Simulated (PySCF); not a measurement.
SMILES C[S][Cd][GeH3] at its PBE0/def2-SVP optimised geometry (Å):

```
10

Cd     0.4221    -0.7458     0.0000
S     -1.9477    -0.7938    -0.0357
C     -2.4254     0.7055     0.8958
H     -2.0731     0.6832     1.9366
H     -3.5244     0.7245     0.9113
H     -2.0780     1.6287     0.4112
Ge     2.9587    -0.7458     0.0000
H      3.5335    -1.2802     1.3287
H      3.5240    -1.6287    -1.1326
H      3.5244     0.6759    -0.2039
```

Calculation: PBE0/def2-TZVP, def2 effective core potentials past Kr (PySCF 2.14.0). The core electrons that the potentials of Cd replace are not part of the density. Cells within 0.4 Å of a nucleus heavier than hydrogen are left out (blank, or x).

Map of the log10 of the electron density (e/bohr³), floored at −4 on the plane z = 0.0 Å:

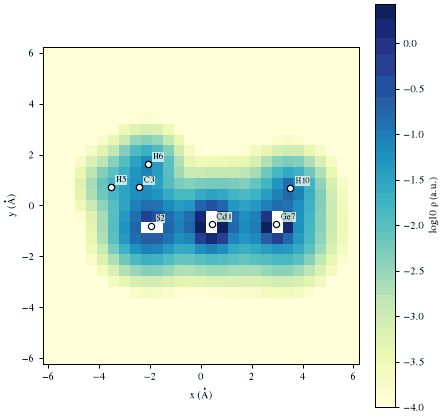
Log10 of the electron density (e/bohr³), floored at −4 on the plane z = 0.0 Å.
